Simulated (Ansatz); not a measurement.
# AlH₃F (doublet): one geometry, many settings at distance Al1–H4 along a hydrogen transfer = 1.688 Å

What do other methods and options give for AlH₃F (doublet) at this geometry, and how long do they take?

Method: the settings change from run to run; program: Ansatz 0.2.0, Gaussian basis.

17 further runs of the same task are left out: 9 for a known fault of the program, 1 for a mislabelled method, 7 that didn't finish.

### Step 1. The geometry

The geometry derives from fragments relaxed apart (PBE0/def2-TZVP) and kept rigid, so it is no stationary point. A hydrogen atom is moved between rigid fragments.

5 atoms, charge 0, spin multiplicity 2.

Atoms are counted from 1 here; the program's logs count them from 0.

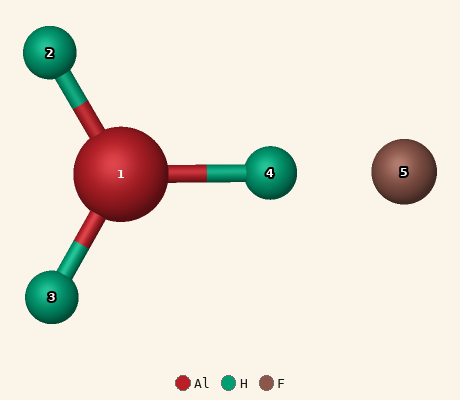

The geometry (aluminium red, hydrogen teal, fluorine brown); atoms are numbered from 1 in the order of the file.

Coordinates:

```
Al   -1.24272    0.00000    0.00000
H    -2.03564    1.37338    0.00000
H    -2.03564   -1.37338    0.00000
H     0.44528    0.00000    0.00000
F     1.95728    0.00000    0.00000
```

### Step 2. MP2 on UHF/STO-3G

in.yaml reads:

```yaml
crystal:
  periodic: [false, false, false]
  atoms:
    - {symbol: Al, position_ang: [-1.242718, 0.000000, 0.000000]}
    - {symbol: H, position_ang: [-2.035642, 1.373384, 0.000000]}
    - {symbol: H, position_ang: [-2.035642, -1.373384, 0.000000]}
    - {symbol: H, position_ang: [0.445282, 0.000000, 0.000000]}
    - {symbol: F, position_ang: [1.957282, 0.000000, 0.000000]}
basis:
  gaussian: {orbitals: STO-3G}
magnetization: {spin_polarized: true, initial_magnetization: 1}
correlation: {method: mp2, electrons: all}
output: {forces: true}
```

Command:

```
ansatz run in.yaml --threads 1 --pin off --events-out ev --progress --plain --max-ram 2393MiB
```

Log:

```text
Functional definition: HF
  name "HF"
  cite "Fock, Z. Phys. 61, 126 (1930) doi:10.1007/BF01340294"
  parent pbe
  exchange = exact_x
  correlation = 0
195 factors; integrals over basis functions are off by at most 2.8e-5 eV
mean field evaluation 1: about -9208.3659 eV, gradient 1.7e1 eV
mean field evaluation 2: about -9208.4054 eV, gradient 1.7e1 eV
mean field evaluation 4: about -9215.2058 eV, gradient 5.2e0 eV
mean field evaluation 8: about -9215.7833 eV, gradient 3.5e-4 eV
mean field evaluation 16: about -9215.2026 eV, gradient 5.6e-2 eV
mean field evaluation 32: about -9215.7022 eV, gradient 1.7e0 eV
mean field evaluation 64: about -9214.3130 eV, gradient 9.3e0 eV
mean field -9215.77436733 eV, -338.6734613230 hartree, gradient 1.0e-6 eV, S^2 0.767505; 12 other end points of the search recorded, 0 dependent functions left out
reference -9215.77436733 eV, -338.6734613230 hartree; 13, 12 occupied and 4, 5 virtual orbitals, 195 factors
second order -1.23305871 eV of doubles, -0.00000000 eV of singles
the calculation of the forces begins
Total energy: -9217.00742604 eV, -338.7187753949 hartree
Atom 0 at    -1.242718     0.000000     0.000000 Å, force     1.057503    -0.000000     0.000000 eV/Å
Atom 1 at    -2.035642     1.373384     0.000000 Å, force     0.985924    -1.691801     0.000000 eV/Å
Atom 2 at    -2.035642    -1.373384     0.000000 Å, force     0.985924     1.691801    -0.000000 eV/Å
Atom 3 at     0.445282     0.000000     0.000000 Å, force    -4.331305     0.000000     0.000000 eV/Å
Atom 4 at     1.957282     0.000000     0.000000 Å, force     1.301953    -0.000000    -0.000000 eV/Å
Dipole moment:    -0.063266     0.000000    -0.000000 e Å
```

It took 0.3 s on 1 thread of Arm Neoverse V1, shared host.

From the report: ⟨S²⟩ of the determinant 0.768 (pure doublet: 0.75).

### Step 3. CASSCF(3,4)/cc-pVDZ

Changes to in.yaml since step 2:

```diff
@@ -9,5 +9,6 @@
 basis:
-  gaussian: {orbitals: STO-3G}
-magnetization: {spin_polarized: true, initial_magnetization: 1}
-correlation: {method: mp2, electrons: all}
+  gaussian: {orbitals: cc-pVDZ}
+magnetization: {spin_polarized: false, initial_magnetization: 1}
+correlation: {active_space: {window: {electrons: 3, orbitals: 4}, states: [{multiplicity: 2, weights: [1, 1]}], root: 0}}
+scf: {lower_state_search: off}
 output: {forces: true}
```

Launched as before.

Log, cut to the lines that bear on the results:

```text
Functional definition: HF
  name "HF"
  cite "Fock, Z. Phys. 61, 126 (1930) doi:10.1007/BF01340294"
  parent pbe
[...]
812 factors; integrals over basis functions are off by at most 2.2e-7 eV
[...]
mean field -9333.06322210 eV, -342.9837472348 hartree, gradient 9.8e-6 eV, S^2 0.750000; 0 other end points of the search recorded, 0 dependent functions left out
reference -9333.06322210 eV, -342.9837472348 hartree; 13, 12 occupied and 34, 35 virtual orbitals, 812 factors
state -9333.49787748 eV, -342.9997205253 hartree
state -9329.54206415 eV, -342.8543470667 hartree
[...]
Total energy: -9333.49787748 eV, -342.9997205253 hartree
Atom 0 at    -1.242718     0.000000     0.000000 Å, force     0.081304     0.000000     0.000000 eV/Å
Atom 1 at    -2.035642     1.373384     0.000000 Å, force     0.053013    -0.009257     0.000000 eV/Å
Atom 2 at    -2.035642    -1.373384     0.000000 Å, force     0.053013     0.009257     0.000000 eV/Å
Atom 3 at     0.445282     0.000000     0.000000 Å, force    -0.478598    -0.000000    -0.000000 eV/Å
Atom 4 at     1.957282     0.000000     0.000000 Å, force     0.291268     0.000000    -0.000000 eV/Å
Dipole moment:    -0.193184     0.000000     0.000000 e Å
Checks for a lower state left out: stability, starts, cluster_reference, orbital_swaps, neighbouring_geometries, increment
```

It took 2 s on 1 thread of Arm Neoverse V1, shared host.

From the report: 24 determinants; active occupations (of the averaged states) 1.77, 0.69, 0.50, 0.03.

### Step 4. CISD/6-31G*

Changes to in.yaml since step 3:

```diff
@@ -9,6 +9,5 @@
 basis:
-  gaussian: {orbitals: cc-pVDZ}
+  gaussian: {orbitals: "6-31G*"}
 magnetization: {spin_polarized: false, initial_magnetization: 1}
-correlation: {active_space: {window: {electrons: 3, orbitals: 4}, states: [{multiplicity: 2, weights: [1, 1]}], root: 0}}
-scf: {lower_state_search: off}
-output: {forces: true}
+correlation: {active_space: {ras: {orbitals: [6, 1, 27], electrons: 13, max_holes: 2, max_particles: 2}, fixed_orbitals: true}}
+accuracy: high
```

Launched as before.

Log:

```text
Functional definition: HF
  name "HF"
  cite "Fock, Z. Phys. 61, 126 (1930) doi:10.1007/BF01340294"
  parent pbe
  exchange = exact_x
  correlation = 0
725 factors; integrals over basis functions are off by at most 5.9e-9 eV
mean field evaluation 1: about -9327.8515 eV, gradient 3.2e1 eV
mean field evaluation 2: about -9327.8723 eV, gradient 3.2e1 eV
mean field evaluation 4: about -9331.6533 eV, gradient 6.7e0 eV
mean field evaluation 8: about -9332.3655 eV, gradient 7.9e-1 eV
mean field evaluation 16: about -9332.3758 eV, gradient 1.0e-8 eV
mean field evaluation 32: about -9331.5815 eV, gradient 7.9e-2 eV
mean field evaluation 64: about -9332.3730 eV, gradient 5.5e-1 eV
mean field evaluation 96: about -9332.3593 eV, gradient 9.3e-1 eV
mean field -9332.37584472 eV, -342.9584865819 hartree, gradient 2.8e-8 eV, S^2 0.750000; 12 other end points of the search recorded, 0 dependent functions left out
reference -9332.37584472 eV, -342.9584865819 hartree; 13, 12 occupied and 27, 28 virtual orbitals, 725 factors
state -9338.22365205 eV, -343.1733895373 hartree
Total energy: -9338.22365205 eV, -343.1733895373 hartree
```

Wall time 3.6 s (1 thread of Arm Neoverse V1, shared host).

From the report: 19,088 determinants.

### Step 5. HF/cc-pVDZ

Changes to in.yaml since step 4:

```diff
@@ -9,5 +9,7 @@
 basis:
-  gaussian: {orbitals: "6-31G*"}
-magnetization: {spin_polarized: false, initial_magnetization: 1}
-correlation: {active_space: {ras: {orbitals: [6, 1, 27], electrons: 13, max_holes: 2, max_particles: 2}, fixed_orbitals: true}}
+  gaussian: {orbitals: cc-pVDZ}
+magnetization: {spin_polarized: true, initial_magnetization: 1}
+hamiltonian: {xc: hf}
 accuracy: high
+scf: {lower_state_search: light}
+output: {forces: true, orbitals: {seedname: orbitals}}
```

Same command.

Log, cut to the lines that bear on the results:

```text
Functional definition: HF
  name "HF"
  cite "Fock, Z. Phys. 61, 126 (1930) doi:10.1007/BF01340294"
  parent pbe
[...]
947 factors; integrals over basis functions are off by at most 9.1e-8 eV
[...]
mean field -9333.27190519 eV, -342.9914161968 hartree, gradient 4.5e-8 eV, S^2 0.774991; 4 other end points of the search recorded, 0 dependent functions left out
[...]
reference -9333.27190519 eV, -342.9914161968 hartree; 13, 12 occupied and 34, 35 virtual orbitals, 947 factors
Total energy: -9333.27190519 eV, -342.9914161968 hartree
Atom 0 at    -1.242718     0.000000     0.000000 Å, force     0.540093     0.000000    -0.000000 eV/Å
Atom 1 at    -2.035642     1.373384     0.000000 Å, force     0.095153    -0.005374     0.000000 eV/Å
Atom 2 at    -2.035642    -1.373384     0.000000 Å, force     0.095153     0.005374     0.000000 eV/Å
Atom 3 at     0.445282     0.000000     0.000000 Å, force    -1.363237     0.000000    -0.000000 eV/Å
Atom 4 at     1.957282     0.000000     0.000000 Å, force     0.632838    -0.000000     0.000000 eV/Å
Dipole moment:    -0.240187    -0.000000    -0.000000 e Å
```

It took 2.1 s on 1 thread of Arm Neoverse V1, shared host.

From the report: ⟨S²⟩ of the determinant 0.775 (pure doublet: 0.75).

### Step 6. MP2 on UHF/cc-pVDZ

Changes to in.yaml since step 5:

```diff
@@ -11,5 +11,2 @@
 magnetization: {spin_polarized: true, initial_magnetization: 1}
-hamiltonian: {xc: hf}
-accuracy: high
-scf: {lower_state_search: light}
-output: {forces: true, orbitals: {seedname: orbitals}}
+correlation: {method: mp2, electrons: outside_noble_gas}
```

Same command.

Log, cut to the lines that bear on the results:

```text
Functional definition: HF
  name "HF"
  cite "Fock, Z. Phys. 61, 126 (1930) doi:10.1007/BF01340294"
  parent pbe
[...]
437 factors; integrals over basis functions are off by at most 1.3e-3 eV
[...]
mean field -9333.27182430 eV, -342.9914132243 hartree, gradient 1.6e-6 eV, S^2 0.774991; 12 other end points of the search recorded, 0 dependent functions left out
6 core orbitals not correlated: weight in the atoms' cores, before any rotation towards them, 1.000 or more for the frozen orbitals, at most 0.000 for the correlated occupied ones
reference -9333.27182430 eV, -342.9914132243 hartree; 7, 6 occupied and 34, 35 virtual orbitals, 437 factors
second order -6.38698962 eV of doubles, -0.00000000 eV of singles
Total energy: -9339.65881392 eV, -343.2261307634 hartree
```

Wall time 1.3 s (1 thread of Arm Neoverse V1, shared host).

From the report: ⟨S²⟩ of the determinant 0.775 (pure doublet: 0.75).

### Step 7. NEVPT2(3,3)/STO-3G

Changes to in.yaml since step 6:

```diff
@@ -9,4 +9,5 @@
 basis:
-  gaussian: {orbitals: cc-pVDZ}
-magnetization: {spin_polarized: true, initial_magnetization: 1}
-correlation: {method: mp2, electrons: outside_noble_gas}
+  gaussian: {orbitals: STO-3G}
+magnetization: {spin_polarized: false, initial_magnetization: 1}
+correlation: {method: sc_nevpt2, electrons: valence, active_space: {window: {electrons: 3, orbitals: 3}}}
+output: {forces: true}
```

Launched as before.

Log, cut to the lines that bear on the results:

```text
Functional definition: HF
  name "HF"
  cite "Fock, Z. Phys. 61, 126 (1930) doi:10.1007/BF01340294"
  parent pbe
[...]
195 factors; integrals over basis functions are off by at most 2.8e-5 eV
[...]
mean field -9215.71407161 eV, -338.6712454964 hartree, gradient 5.6e-6 eV, S^2 0.750000; 10 other end points of the search recorded, 0 dependent functions left out
reference -9215.71407161 eV, -338.6712454964 hartree; 13, 12 occupied and 4, 5 virtual orbitals, 195 factors
state -9216.30749652 eV, -338.6930534594 hartree
state -9216.30749652 eV, -338.6930534594 hartree; corrected -9216.98506608 eV, -338.7179536816 hartree
state -9216.17479549 eV, -338.6881767868 hartree
state -9216.17479549 eV, -338.6881767868 hartree; corrected -9216.89388769 eV, -338.7146029375 hartree
state -9216.30749652 eV, -338.6930534594 hartree; corrected -9216.98506608 eV, -338.7179536816 hartree
[...]
Total energy: -9216.98506608 eV, -338.7179536816 hartree
Atom 0 at    -1.242718     0.000000     0.000000 Å, force     0.547722    -0.000000    -0.000000 eV/Å
Atom 1 at    -2.035642     1.373384     0.000000 Å, force     0.994515    -1.736706     0.000000 eV/Å
Atom 2 at    -2.035642    -1.373384     0.000000 Å, force     0.994515     1.736706    -0.000000 eV/Å
Atom 3 at     0.445282     0.000000     0.000000 Å, force    -3.636887     0.000000     0.000000 eV/Å
Atom 4 at     1.957282     0.000000     0.000000 Å, force     1.100136    -0.000000    -0.000000 eV/Å
Dipole moment:    -0.040968    -0.000000     0.000000 e Å
```

Wall time 0.63 s (1 thread of Arm Neoverse V1, shared host).

From the report: 9 determinants; active occupations 1.96, 1.00, 0.04.

### Step 8. CCSD(T) on UHF/cc-pVDZ

Changes to in.yaml since step 7:

```diff
@@ -9,5 +9,5 @@
 basis:
-  gaussian: {orbitals: STO-3G}
-magnetization: {spin_polarized: false, initial_magnetization: 1}
-correlation: {method: sc_nevpt2, electrons: valence, active_space: {window: {electrons: 3, orbitals: 3}}}
-output: {forces: true}
+  gaussian: {orbitals: cc-pVDZ}
+magnetization: {spin_polarized: true, initial_magnetization: 1}
+correlation: {method: ccsd_t, electrons: outside_noble_gas}
+accuracy: high
```

Launched as before.

Log, cut to the lines that bear on the results:

```text
Functional definition: HF
  name "HF"
  cite "Fock, Z. Phys. 61, 126 (1930) doi:10.1007/BF01340294"
  parent pbe
[...]
947 factors; integrals over basis functions are off by at most 9.1e-8 eV
[...]
mean field -9333.27190519 eV, -342.9914161968 hartree, gradient 4.5e-8 eV, S^2 0.774991; 12 other end points of the search recorded, 0 dependent functions left out
determinant -9333.27190519 eV, -342.9914161968 hartree, with singles and doubles -9340.69190513 eV, -343.2640961653 hartree
determinant -9332.35441684 eV, -342.9576991218 hartree, with singles and doubles -9339.37094942 eV, -343.2155519381 hartree
determinant -9332.35063783 eV, -342.9575602458 hartree, with singles and doubles -9339.36783515 eV, -343.2154374908 hartree
6 core orbitals not correlated: weight in the atoms' cores, before any rotation towards them, 1.000 or more for the frozen orbitals, at most 0.000 for the correlated occupied ones
reference -9333.27190519 eV, -342.9914161968 hartree; 7, 6 occupied and 34, 35 virtual orbitals, 947 factors
second order -6.38705529 eV of doubles, -0.00000000 eV of singles
cycle   1  -7.42078881 eV  change   -7.9e-4 eV  update   2.4e-3
[...]
cycle  20  -7.42608813 eV  change   -1.5e-9 eV  update   1.2e-9
perturbative correction -0.09197017 eV, -0.0033798413 hartree
Total energy: -9340.78996349 eV, -343.2676997434 hartree
```

It took 8.5 s on 1 thread of Arm Neoverse V1, shared host.

From the report: ⟨S²⟩ of the determinant 0.775 (pure doublet: 0.75); correlation -7.5181 eV; T1 0.033; largest double amplitude 0.04.

### Step 9. BCCD on UHF/cc-pVDZ

Changes to in.yaml since step 8:

```diff
@@ -11,3 +11,3 @@
 magnetization: {spin_polarized: true, initial_magnetization: 1}
-correlation: {method: ccsd_t, electrons: outside_noble_gas}
+correlation: {method: bccd, electrons: valence, diis_vectors: 1}
 accuracy: high
```

The command is unchanged.

Log, cut to the lines that bear on the results:

```text
Functional definition: HF
  name "HF"
  cite "Fock, Z. Phys. 61, 126 (1930) doi:10.1007/BF01340294"
  parent pbe
[...]
947 factors; integrals over basis functions are off by at most 9.1e-8 eV
[...]
mean field -9333.27190519 eV, -342.9914161968 hartree, gradient 4.5e-8 eV, S^2 0.774991; 12 other end points of the search recorded, 0 dependent functions left out
determinant -9333.27190519 eV, -342.9914161968 hartree, with singles and doubles -9340.69190513 eV, -343.2640961653 hartree
determinant -9332.35441684 eV, -342.9576991218 hartree, with singles and doubles -9339.37094942 eV, -343.2155519381 hartree
determinant -9332.35063783 eV, -342.9575602458 hartree, with singles and doubles -9339.36783515 eV, -343.2154374908 hartree
6 core orbitals not correlated: weight in the atoms' cores, before any rotation towards them, 1.000 or more for the frozen orbitals, at most 0.000 for the correlated occupied ones
reference -9333.27190519 eV, -342.9914161968 hartree; 7, 6 occupied and 34, 35 virtual orbitals, 947 factors
second order -6.38705529 eV of doubles, -0.00000000 eV of singles
cycle   1  -7.40625541 eV  change    1.4e-2 eV  update   1.6e-2
[...]
cycle  51  -7.40788238 eV  change   6.8e-13 eV  update  3.2e-10
Total energy: -9340.67978757 eV, -343.2636508532 hartree
```

Wall time 12 s (1 thread of Arm Neoverse V1, shared host).

From the report: ⟨S²⟩ of the determinant 0.775 (pure doublet: 0.75); correlation -7.4079 eV; largest double amplitude 0.04.

### Step 10. All runs side by side

Where basis and cores are those of an earlier UCCSDT(Q)/cc-pVDZ run (-9340.8216 eV), and the state is the same kind, the miss against it is given.

| level | correlated | functions | energy (eV) | from UCCSDT(Q) (meV) | time |
| --- | --- | --- | --- | --- | --- |
| MP2 on UHF/STO-3G | all | 17 | -9217.0074 |  | 0.3 s |
| CASSCF(3,4)/cc-pVDZ (lowest root of an average) |  | 47 | -9333.4979 |  | 2 s |
| CISD/6-31G* | valence | 40 | -9338.2237 |  | 3.6 s |
| HF/cc-pVDZ |  | 47 | -9333.2719 | 7549.7 | 2.1 s |
| MP2 on UHF/cc-pVDZ | outside noble gas | 47 | -9339.6588 | 1162.8 | 1.3 s |
| NEVPT2(3,3)/STO-3G | valence | 17 | -9216.9851 |  | 0.63 s |
| CCSD(T) on UHF/cc-pVDZ | outside noble gas | 47 | -9340.7900 | 31.6 | 8.5 s |
| BCCD on UHF/cc-pVDZ | valence | 47 | -9340.6798 | 141.8 | 12 s |

### Step 11. Summary of results

```
quantity                      value
    runs                          8
quickest   MP2 on UHF/STO-3G, 0.3 s
 slowest  BCCD on UHF/cc-pVDZ, 12 s
```

Total energies in different bases, with other cores or another treatment of relativity can't be set against each other. BCCD on UHF/cc-pVDZ took 38 times as long as MP2 on UHF/STO-3G; the jobs differ in more than the method. Among the correlated runs with a miss given, it spans +32 to +1163 meV. Hartree-Fock, CASSCF and CASCI lack dynamic correlation by design.
